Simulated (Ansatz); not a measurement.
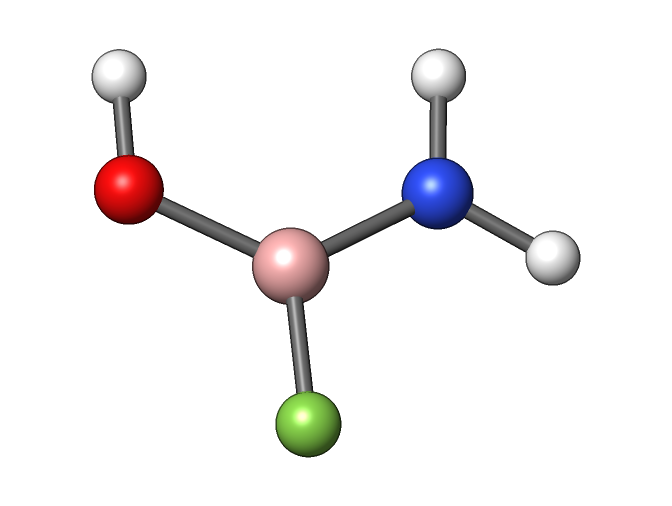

Rendered structure (ball-and-stick style). Every bond is drawn as one stick, whatever its order. Colours: nitrogen blue, boron pink, oxygen red, fluorine green, hydrogen white.

Computed geometry: PBE0-D4/def2-TZVP optimisation.

Description:

Formula BFH₃NO. SMILES: `NB(O)F`. It has no ring. This geometry has Cs symmetry. All atoms lie on one plane. Coordination: 1 N trigonal planar; 1 B trigonal planar; 1 O bent.

More results for the same structure follow; atom numbers are the same in all pictures, views and colours differ.

### Shape

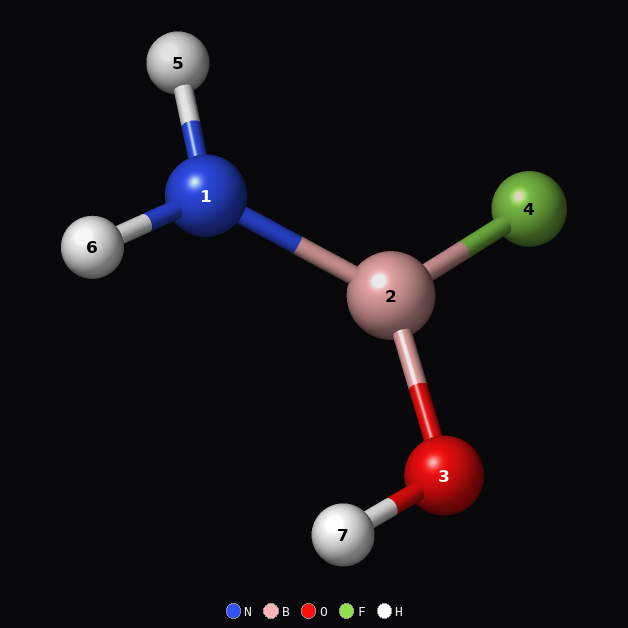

The atoms are numbered.

Give these bond angles: B2–N1–H5, B2–N1–H6, H5–N1–H6, N1–B2–O3, N1–B2–F4, O3–B2–F4, B2–O3–H7.

```csv
angle,degrees
B2–N1–H5,121.1
B2–N1–H6,124.7
H5–N1–H6,114.2
N1–B2–O3,125.7
N1–B2–F4,118.3
O3–B2–F4,116.0
B2–O3–H7,114.6
```

### Dipole moment

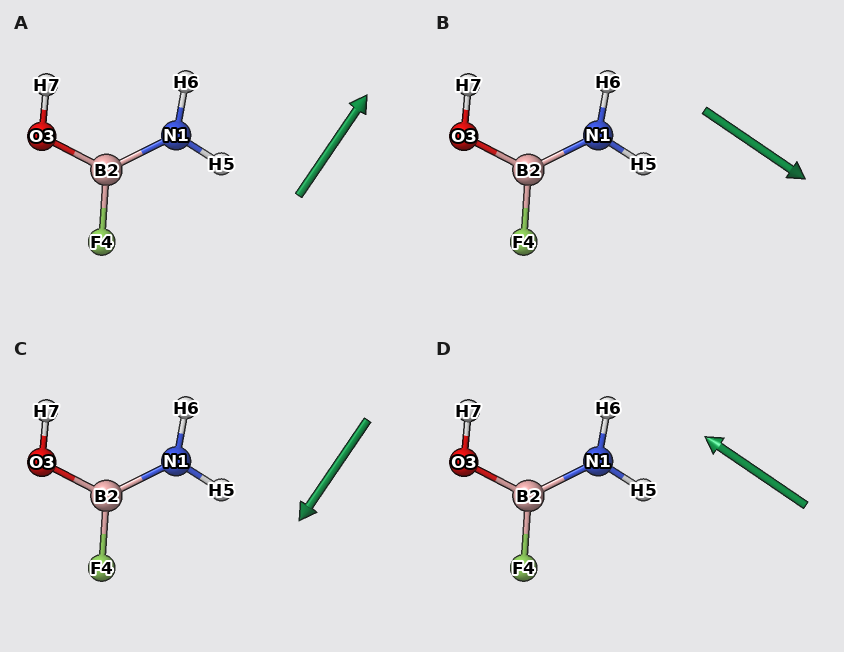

The same molecule four times, each with an arrow. Method: RKS r2SCAN-D4/def2-TZVPP (Ansatz 0.2.0).

Which arrow points along the dipole moment, from the negative to the positive end?

A. The dipole moment is 3.56 D; it points from the side of F4 to the side of H6 (the outermost atoms at the two ends).

### Vibrations

Harmonic vibrations computed with RKS PBE0-D4/def2-TZVP (Ansatz 0.2.0) at a stationary point of the same level.

List the wavenumbers.

15 modes: 338, 392, 408, 465, 538, 660, 878, 894, 994, 1436, 1456, 1637, 3652, 3752, 3930 cm⁻¹.

### Electronic properties

Level of theory: RKS PBE0-D4/def2-SVP (Ansatz 0.2.0).

Computed properties:

- HOMO energy (Kohn–Sham orbital): −7.85 eV
- LUMO energy (Kohn–Sham orbital): 1.28 eV
- HOMO–LUMO gap: 9.13 eV
- dispersion correction: −6.7 kJ/mol
